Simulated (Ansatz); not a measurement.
**Single-point calculation, with input and output: C₂H₈B₂**

C₂H₈B₂, computed with RKS PBE0-D4/def2-TZVPP (Ansatz 0.2.0).

The geometry comes from this level: PBE0-D4/def2-TZVP.

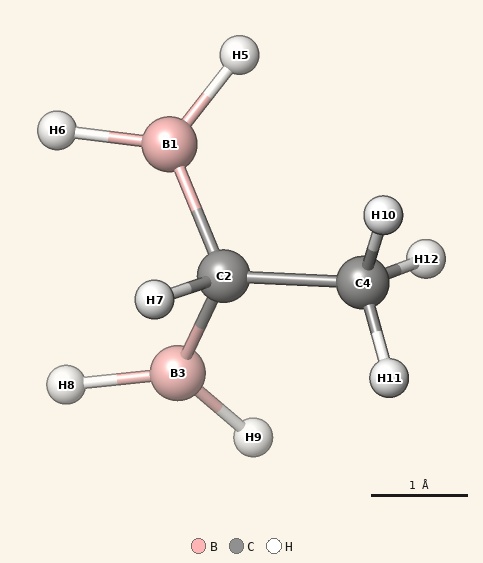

Fig. 1: The structure (ball-and-stick view, seen at a tilt; atoms are numbered from 1 in the order of the input). Bond lengths as drawn: B–C 1.55 Å, B–H 1.20 Å, C–C 1.52 Å and C–H 1.09 to 1.11 Å.

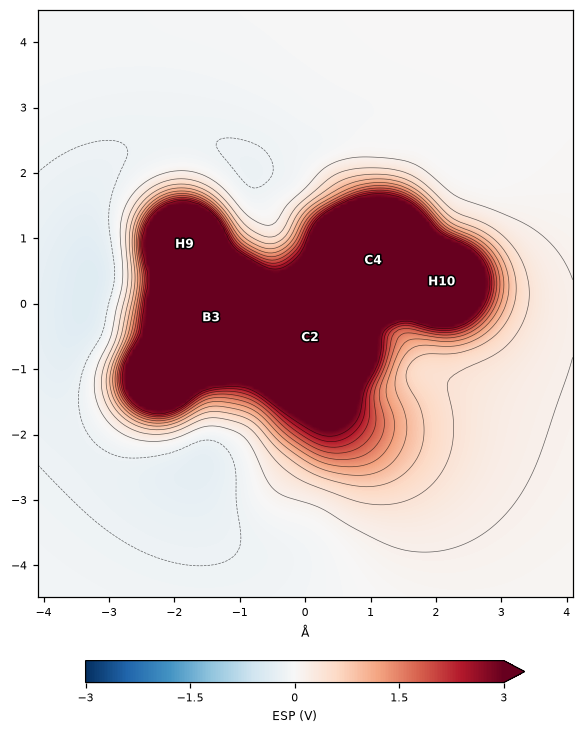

Fig. 2: Electrostatic potential on the plane of atoms C2, C4 and H10.

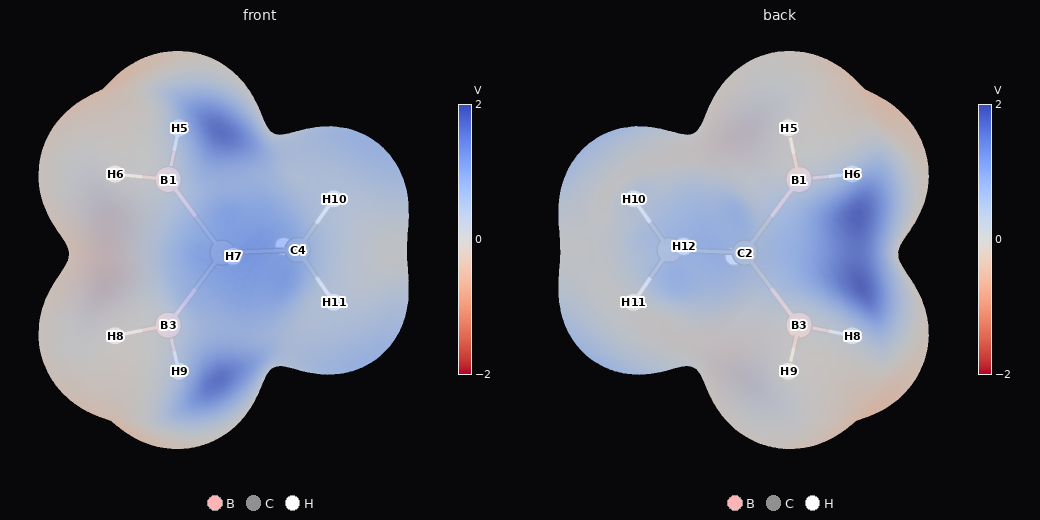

Fig. 3: The molecular electrostatic potential painted on the density surface at 0.002 e/bohr³, seen at a tilt and from behind; red is negative and blue positive. A positive charge is drawn to the negative regions and a negative charge to the positive ones.

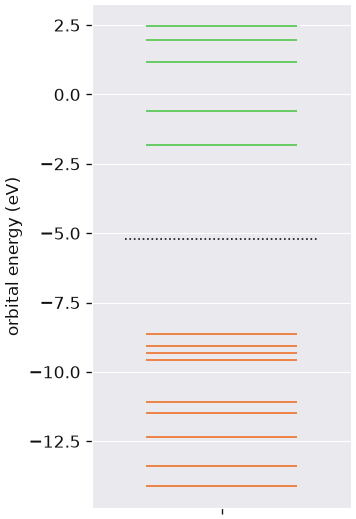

Fig. 4: Orbital energies near the frontier; the dotted line parts filled from empty levels, and levels within 0.02 eV of each other stand side by side. Highest filled −8.63 eV, lowest empty −1.82 eV, 6.81 eV apart.

These pictures come from the run below.

Input file
```yaml
crystal:
  periodic: [false, false, false]
  atoms:
    - {symbol: B, position_ang: [-1.092199, 1.029959, -0.223819]}
    - {symbol: C, position_ang: [0.185918, 0.218970, 0.105212]}
    - {symbol: B, position_ang: [-0.098194, -0.526587, 1.432972]}
    - {symbol: C, position_ang: [0.844965, -0.561839, -1.023755]}
    - {symbol: H, position_ang: [-1.654381, 0.882482, -1.272497]}
    - {symbol: H, position_ang: [-1.532879, 1.811486, 0.567939]}
    - {symbol: H, position_ang: [0.817166, 1.045231, 0.502558]}
    - {symbol: H, position_ang: [-0.427965, 0.081653, 2.409274]}
    - {symbol: H, position_ang: [0.006734, -1.719256, 1.496688]}
    - {symbol: H, position_ang: [1.069751, 0.073251, -1.883964]}
    - {symbol: H, position_ang: [1.777196, -1.034265, -0.705032]}
    - {symbol: H, position_ang: [0.180889, -1.356283, -1.371576]}
basis:
  gaussian: {orbitals: def2-TZVPP}
hamiltonian: {xc: pbe0, dispersion: d4}
output: {orbitals: {seedname: orbitals}}
```

Command:
```bash
ansatz run in.yaml --threads 2 --pin off --events-out ev --progress --plain --max-ram 4352MiB
```

The program's output
```
Functional definition: PBE0
  name "PBE0"
  cite "Adamo & Barone, J. Chem. Phys. 110, 6158 (1999) doi:10.1063/1.478522"
  cite "Perdew, Burke & Ernzerhof, Phys. Rev. Lett. 77, 3865 (1996) doi:10.1103/PhysRevLett.77.3865"
  parent pbe
  parameter a = 0.25
  parameter kappa = 0.804
  parameter beta = 0.06672455060314922
  exchange = (1 - a)*pbe_x(kappa = kappa, mu = beta*pi^2/3) + a*exact_x
  correlation = pbe_c(beta = beta)
1170 factors; their error is unknown
mean field evaluation 1: about -3544.6622 eV, gradient 5.6e1 eV
mean field evaluation 2: about -3540.7118 eV, gradient 6.6e1 eV
mean field evaluation 4: about -3552.2808 eV, gradient 2.2e0 eV
mean field evaluation 8: about -3552.2932 eV, gradient 2.5e-2 eV
mean field evaluation 16: about -3552.2765 eV, gradient 6.2e-5 eV
mean field -3552.27651757 eV, -130.5437542011 hartree, gradient 6.2e-5 eV, S^2 0.000000; 0 other end points of the search recorded, 0 dependent functions left out
reference -3552.27655396 eV, -130.5437555385 hartree; 15, 15 occupied and 221, 221 virtual orbitals, 1170 factors
Total energy: -3552.43798099 eV, -130.5496878723 hartree
```

Summary

```json
{"quantity": "outcome", "value": "converged"}
{"quantity": "total energy", "value": "−3552.4380 eV"}
{"quantity": "mean-field energy", "value": "−3552.2766 eV"}
{"quantity": "dispersion energy", "value": "−0.1614 eV"}
{"quantity": "SCF solution under orbital rotations", "value": "stable"}
{"quantity": "HOMO", "value": "−8.63 eV"}
{"quantity": "LUMO", "value": "−1.82 eV"}
{"quantity": "hardware", "value": "2 threads of Arm Neoverse V1, 23 GiB of memory available, shared host"}
{"quantity": "wall time", "value": "3.7 s (CPU time 7.1 s)"}
{"quantity": "peak memory", "value": "0.42 GiB"}
```
